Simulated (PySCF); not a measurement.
C2H8GaNO, SMILES C[CH2][Ga]([OH])[NH2] at its B3LYP/def2-SVP optimised geometry (Å):

```
13

Ga     0.4248    -0.0472     0.0000
C     -0.7361    -1.6459     0.0106
C     -2.2322    -1.3509    -0.1570
H     -0.5475    -2.1757     0.9612
H     -0.3776    -2.3265    -0.7814
H     -2.4447    -0.8510    -1.1155
H     -2.6080    -0.6860     0.6365
H     -2.8332    -2.2763    -0.1272
O     -0.3827     1.5652     0.0000
H      0.2100     2.3265     0.0036
N      2.2517    -0.0472     0.0000
H      2.8332     0.7838     0.0031
H      2.8145    -0.8908    -0.0054
```

Method: B3LYP/def2-TZVP in PySCF 2.14.0.

Map of the Laplacian of the electron density (e/bohr⁵), clipped to [-1.50, 1.50] on the plane z = 0.6 Å:

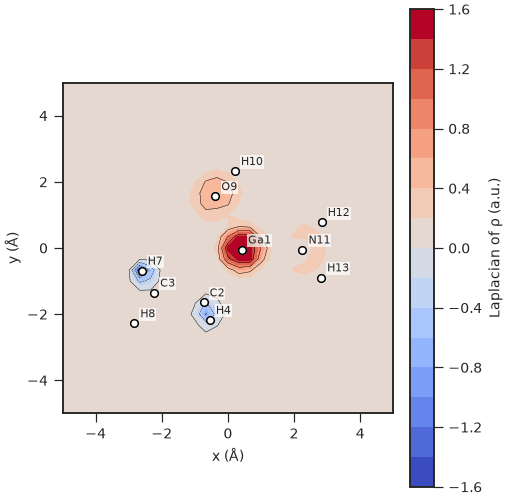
*Laplacian of the electron density (e/bohr⁵), clipped to [-1.50, 1.50] on the plane z = 0.6 Å.*
